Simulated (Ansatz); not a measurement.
**C2H4Si (ethynylsilane): HF/6-311+G(d,p)**

Aim: the electronic atomisation energy of C2H4Si (ethynylsilane) at HF/6-311+G**, from 4 runs. 

The calculation is run with Ansatz 0.2.0.

49 further runs of the same task are left out: 7 that didn't finish, 42 set aside as unsound or not needed.

## Step 1: The molecule

C2H4Si has 7 atoms, charge 0, and is taken as a singlet. As SMILES, `C#C[SiH3]`. Geometry: relaxed at PBE0-D4/def2-TZVP.

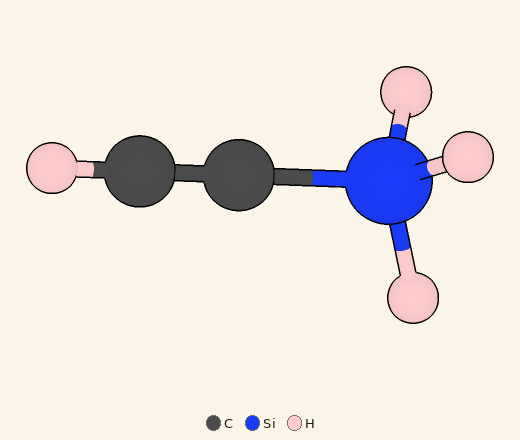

The structure, seen from a chosen angle (carbon dark grey, silicon blue, hydrogen pink).

## Step 2: The energy at HF/6-311+G(d,p)

Contents of run.yaml:

```yaml
crystal:
  periodic: [false, false, false]
  atoms:
    - {symbol: C, position_ang: [-0.580700, -1.871400, 0.172200]}
    - {symbol: C, position_ang: [-0.218500, -0.726500, 0.062400]}
    - {symbol: Si, position_ang: [0.329800, 1.004300, -0.103800]}
    - {symbol: H, position_ang: [-0.901000, -2.883500, 0.269300]}
    - {symbol: H, position_ang: [-0.094500, 1.528300, -1.425000]}
    - {symbol: H, position_ang: [-0.281700, 1.818100, 0.974900]}
    - {symbol: H, position_ang: [1.807900, 1.062900, 0.004400]}
basis:
  gaussian: {orbitals: 6-311+G_st__st_-spherical.json}
total_charge: 0
hamiltonian: {xc: hf}
accuracy: high
output: {orbitals: {seedname: orbitals}}
```

The basis set 6-311+G** is read from a file made from the Basis Set Exchange's data (not shown).

Started as:

```
$ ansatz run run.yaml --threads 1 --pin off --max-ram 3480MiB --events-out events.jsonl --progress --plain --runs-dir runs
```

The program printed:

```text
Warning: RAYON_NUM_THREADS=1 ignored (pool sized by the plan → 1); use --threads N
Functional definition: HF
  name "HF"
  exchange = exact_x
  correlation = 0
1694 factors; integrals over basis functions are off by at most 4.2e-9 eV
mean field evaluation 1: about -9983.0907 eV, gradient 2.7e1 eV
mean field evaluation 2: about -9983.1094 eV, gradient 2.7e1 eV
mean field evaluation 4: about -9985.4809 eV, gradient 2.8e0 eV
mean field evaluation 8: about -9985.5111 eV, gradient 1.1e-4 eV
mean field -9985.51109907 eV, -366.9607644683 hartree, gradient 1.8e-8 eV, S^2 0.000000; 0 other end points of the search recorded, 0 dependent functions left out
reference -9985.51109907 eV, -366.9607644683 hartree; 15, 15 occupied and 83, 83 virtual orbitals, 1694 factors
Total energy: -9985.51109907 eV, -366.9607644683 hartree
```

Run time: 2.3 s. Hardware: 1 thread of Arm Neoverse V1, shared host; peak memory 0.21 GiB.

## Step 3: The C atom

Contents of in.yaml:

```yaml
crystal:
  periodic: [false, false, false]
  atoms:
    - {symbol: C, position_ang: [0.000000, 0.000000, 0.000000]}
basis:
  gaussian: {orbitals: 6-311+G_st__st_.json}
accuracy: high
magnetization: {spin_polarized: true, initial_magnetization: 2}
hamiltonian: {xc: hf}
```

The basis set 6-311+G** is read from a file made from the Basis Set Exchange's data (not shown).

Run the same way, it converges to -37.68957 Eh (log not shown).

## Step 4: The H atom at the same level

Contents of job.yaml:

```yaml
basis:
  gaussian:
    orbitals: 6-311+G_st__st_.json
crystal:
  periodic: [false, false, false]
  atoms:
    - {symbol: H, position_ang: [0.000000, 0.000000, 0.000000]}
magnetization:
  spin_polarized: true
  initial_magnetization: 1
hamiltonian:
  xc: hf
accuracy: high
```

The basis set 6-311+G** is read from a file made from the Basis Set Exchange's data (not shown).

Run the same way, it converges to -0.49981 Eh (log not shown).

## Step 5: The Si atom

Contents of molecule.yaml:

```yaml
crystal:
  periodic: [false, false, false]
  atoms:
    - {symbol: Si, position_ang: [0.000000, 0.000000, 0.000000]}
basis:
  gaussian: {orbitals: 6-311+G_st__st_-spherical.json}
magnetization: {spin_polarized: true, initial_magnetization: 2}
hamiltonian: {xc: hf}
accuracy: high
```

The basis set 6-311+G** is read from a file made from the Basis Set Exchange's data (not shown).

Run the same way, it converges to -288.85051 Eh (log not shown).

## Step 6: Results

At HF/6-311+G**:

| quantity | value |
| --- | --- |
| molecule: total energy | -366.96076 Eh |
| molecule: HOMO energy | -11.02 eV |
| molecule: LUMO energy | 1.40 eV |
| molecule: HOMO–LUMO gap | 12.42 eV |
| C atom: total energy | -37.68957 Eh |
| C atom: ⟨S²⟩ | 2.008 |
| H atom: total energy | -0.49981 Eh |
| H atom: ⟨S²⟩ | 0.750 |
| Si atom: total energy | -288.85051 Eh |
| Si atom: ⟨S²⟩ | 2.006 |
| electronic atomisation energy | 19.915 eV |

Taking the molecule apart into free atoms costs 19.92 eV (1922 kJ/mol), before zero-point energy and without spin-orbit coupling. Hartree–Fock lacks the correlation of the bonding pairs, which as a rule makes this value much too low; in minimal bases other errors can mask that.
